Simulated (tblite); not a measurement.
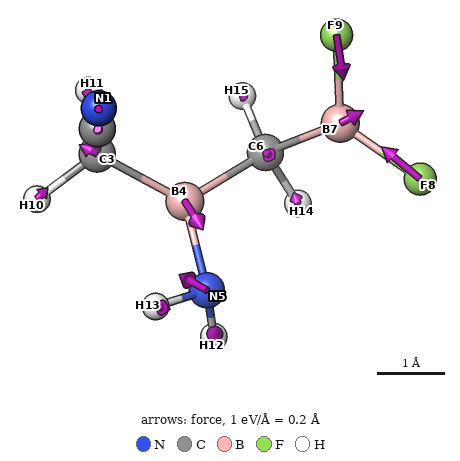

Starting geometry of C₃H₆B₂F₂N₂ with the computed forces as purple arrows. The picture is a ball-and-stick view, seen at a tilt.

Theory: GFN2-xTB geometry optimisation, gas phase (tblite 0.8.0). 

Question: What follows when this structure is relaxed?

Answer: It isn't relaxed: the largest force vector, on an F atom, is 3.87 eV/Å. The final displacements have little in common with the starting forces (cosine between the two patterns 0.21). The largest move after the best rigid fit is that of an N atom, 1.78 Å. By element the largest moves are N 1.78 Å, H 1.53 Å, C 0.75 Å, F 0.70 Å, B 0.46 Å. Some distances before and after: B–N 1.529 → 1.375 Å, B–F 1.467 → 1.322 Å, C–H 1.141 → 1.093 Å, B–C 1.560 → 1.606 Å. Bond angles that change, for instance: B–N–H 106.0° → 124.0°, B–N–H 108.9° → 123.1°, F–B–F 121.2° → 113.4°. Groups turn about B–C by about 70°. After 163 geometry steps the energy has fallen by 1.896 eV. The run took 1.6 s on 1 thread of Arm Neoverse N1, on a shared host.
